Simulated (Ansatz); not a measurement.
**BH$_{7}$N$_{2}$Si: density, localisation and related maps**

The calculation's input:

```
crystal:
  periodic: [false, false, false]
  atoms:
    - { symbol: "N", position_ang: [-0.8381, 1.513, 0.3059] }
    - { symbol: B, position_ang: [-0.0769, 0.2682, 0.3098] }
    - { symbol: "N", position_ang: [0.3543, -0.326, 1.6192] }
    - { symbol: Si, position_ang: [0.4658, -0.5856, -1.3699] }
    - { symbol: H, position_ang: [-1.8189, 1.3167, -0.1279] }
    - { symbol: H, position_ang: [-1.0491, 1.8623, 1.2837] }
    - { symbol: H, position_ang: [1.4554, -0.3957, 1.5995] }
    - { symbol: H, position_ang: [0.0507, -1.2843, 1.6726] }
    - { symbol: H, position_ang: [-0.1578, 0.1939, -2.4457] }
    - { symbol: H, position_ang: [-0.1651, -1.9547, -1.3584] }
    - { symbol: H, position_ang: [1.8451, -0.6649, -1.4683] }
basis:
  gaussian: { orbitals: "6-31G" }
hamiltonian:
  xc: blyp
  dispersion: d4
relax:
  f_tol: 0.02
  max_steps: 50
output:
  orbitals: {}
```

Launched as:

```sh
ansatz run input.yaml --threads 1 --pin off --max-ram 2048MiB --backend cpu --events-out ev --progress --plain --runs-dir out
```

The fields are those of the run's last geometry, not of the input's.

Computed with Ansatz 0.2.0, RKS BLYP-D4/6-31G.

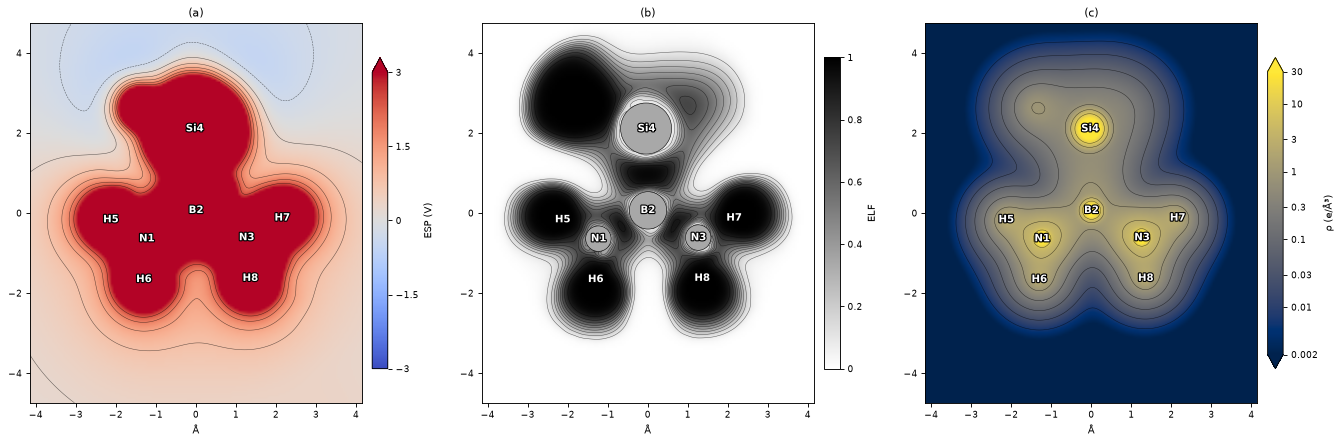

Figure 1. (a) molecular electrostatic potential; (b) electron localisation function; (c) total electron density on the plane of atoms N1, B2 and N3. Grey discs cover the atomic cores in the ELF map.

**Read the bonding off the picture.**

- The plane passes through N, B, Si and H nuclei.
- B–N (1.43 Å): ρ is about 1.7 e/Å³ halfway; the ELF peaks at about 0.90 between the atoms (a polar covalent bond).
- Si–B (2.05 Å): ρ is about 0.68 e/Å³ halfway; the ELF peaks at about 1 between the atoms; a covalent bond.
- N–H (1.02 Å): ρ at the midpoint is about 2.7 e/Å³; the ELF climbs to about 1 towards the hydrogen, as it does in any bond to H: an ordinary covalent bond to hydrogen.
- Outside the dense part of the molecule the potential is most negative (−0.5 V) near H9, which lies off the plane.

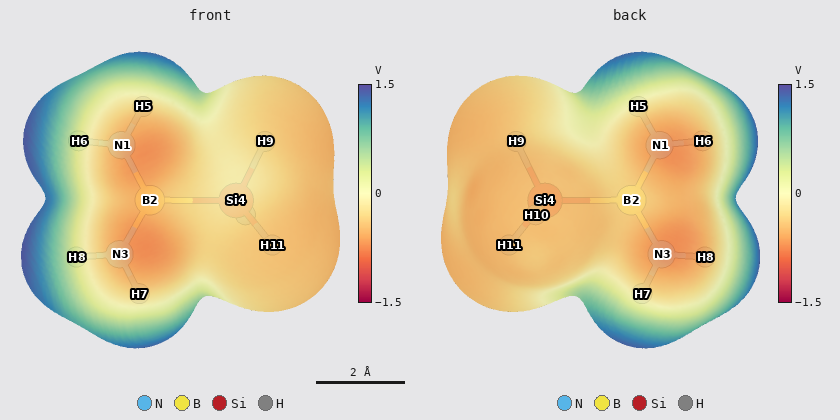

Figure 2. The molecular electrostatic potential painted on the density surface at 0.001 e/bohr³, seen from the front and from behind; the colour scale runs from red (negative) to blue (positive).

**Which sites attract a positive test charge, and which a negative one?**

A positive charge is drawn to the negative regions and a negative charge to the positive ones. The most negative region (about −0.7 V) lies over N1 and N3, the most positive (about +1.4 V) over H6 and H8.

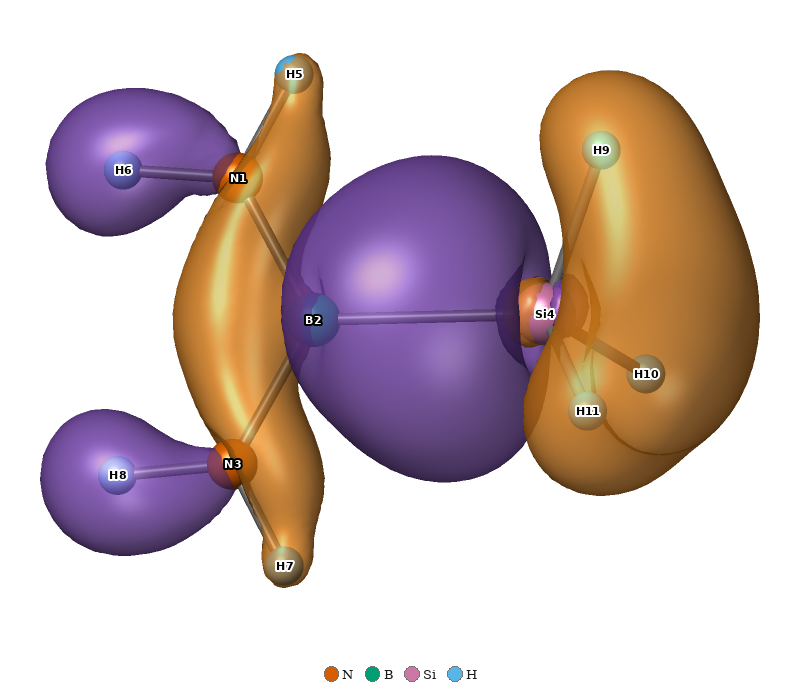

Figure 3. The HOMO−1 at ±0.08 Å⁻³ᐟ² (orange and purple are the two phases), seen at a tilt.

**Where does this orbital lie, and at what energy?**

It lies mainly on Si4 (about 40 %) and B2 (about 30 %). Its energy is −6.43 eV.
